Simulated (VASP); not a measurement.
Band structure of Sb (a7). Computed with rev-vdW-DF2, VASP's PBE PAW potentials (set 64) (plane waves; VASP 6.6.1).

Unless said otherwise, spin-orbit coupling is left out, though it shifts the bands of the heavy elements here.

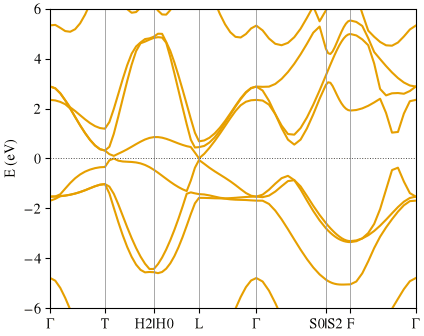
Figure: Bands along high-symmetry lines, zero at the valence-band maximum or, without a gap, the Fermi level

Read the plot: is there a gap, and where are the band edges?

It has no gap at this level: it comes out as a metal or semimetal. (Edges off the drawn lines would not show.)

The compound is Sb in the a7 structure. It was relaxed first.
